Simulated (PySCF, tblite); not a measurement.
# C₄H₂BCl₂FS: geometry, infrared bands and NMR shifts

What infrared bands and NMR shifts should C₄H₂BCl₂FS (`Fc1ccc(B(Cl)Cl)s1`) show?

The runs use tblite 0.8.0 and PySCF 2.14.0, with density-fitted response routines of our own; the level of theory stands in each step. All values are computed, except where a source is named. Atoms are numbered from 0 throughout.

## 1. The starting structure

11 atoms, charge 0, multiplicity 1; geometry from: force field or distance geometry start.

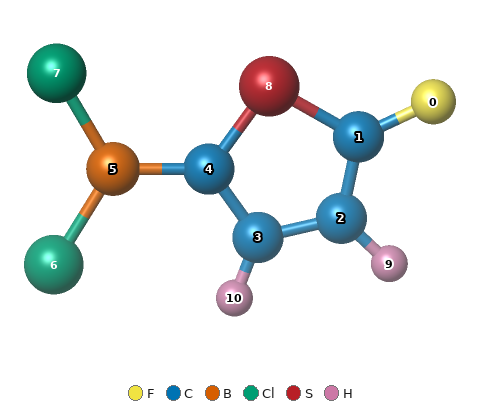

As it starts; fluorine yellow, carbon blue, boron orange, chlorine teal, sulfur red, hydrogen pink, atoms numbered; sticks join atoms by distance.

## 2. Relaxing the molecule with GFN2-xTB

Job settings and geometry (Å):

```
{"job": {"kind": "relax", "xc": "GFN2-xTB", "basis": "xTB"}, "charge": 0, "multiplicity": 1}
F     -2.910300    -1.588200     0.050100
C     -1.744700    -0.914200     0.015000
C     -1.580200     0.433700    -0.214400
C     -0.254000     0.861700    -0.192300
C      0.639500    -0.180200     0.093100
B      2.193100    -0.048600     0.189500
Cl     3.022300     1.589700    -0.049900
Cl     3.243900    -1.523600     0.562400
S     -0.224900    -1.610200     0.282400
H     -2.422300     1.103700    -0.408600
H      0.043000     1.878900    -0.353400
```

On the command line:

```console
$ OMP_NUM_THREADS=1 python probes_run.py task.json out
```

This one command runs all jobs of the session in turn.

**Question.** This job is followed by: GFN2-xTB harmonic vibrations, gas phase; GIAO PBE0/pcSseg-1 NMR shielding, non-relativistic, gas phase. Predict these results of the whole session: strongest single infrared mode (GFN2-xTB); zero-point energy (GFN2-xTB); ¹³C shifts against TMS (PBE0/pcSseg-1); ¹H shifts against TMS (PBE0/pcSseg-1); ¹⁹F shifts against CFCl3 (PBE0/pcSseg-1); ¹¹B shifts against BF3·OEt2 (PBE0/pcSseg-1); ³⁵Cl shifts against HCl (PBE0/pcSseg-1, means over atoms taken as alike); ³³S shifts against CS2 (PBE0/pcSseg-1).

As calculated:

| quantity | value |
| --- | --- |
| strongest single infrared mode (GFN2-xTB) | 1441 cm⁻¹, 409 km/mol |
| zero-point energy (GFN2-xTB) | 33.5 kcal/mol |
| ¹³C shifts against TMS (PBE0/pcSseg-1) | 190.9, 146.9, 139.3, 115.9 ppm |
| ¹H shifts against TMS (PBE0/pcSseg-1) | 7.93, 6.82 ppm |
| ¹⁹F shifts against CFCl3 (PBE0/pcSseg-1) | -109.7 ppm |
| ¹¹B shifts against BF3·OEt2 (PBE0/pcSseg-1) | 46.7 ppm |
| ³⁵Cl shifts against HCl (PBE0/pcSseg-1, means over atoms taken as alike) | 210 ppm |
| ³³S shifts against CS2 (PBE0/pcSseg-1) | 222 ppm |

The optimisation took 28 steps and gained 0.460 eV; among the close pairs (by a distance rule), B5–Cl6 changed most, from 1.852 to 1.722 Å. No mode is imaginary among the 27: a minimum at this level. The strongest single mode, at 1441 cm⁻¹, is carried by C3, C4, C2, C1. GFN2-xTB is a fitted tight-binding method: band positions and strengths are rough. Its intensities can rank the bands wrongly. At PBE0/pcSseg-1: The widest tensor belongs to Cl6, Cl7: span 440 ppm, with a paramagnetic part of -407 ppm. NICS(1)zz of -21 ppm above the planar ring from C1 marks a diatropic (aromatic) ring current.
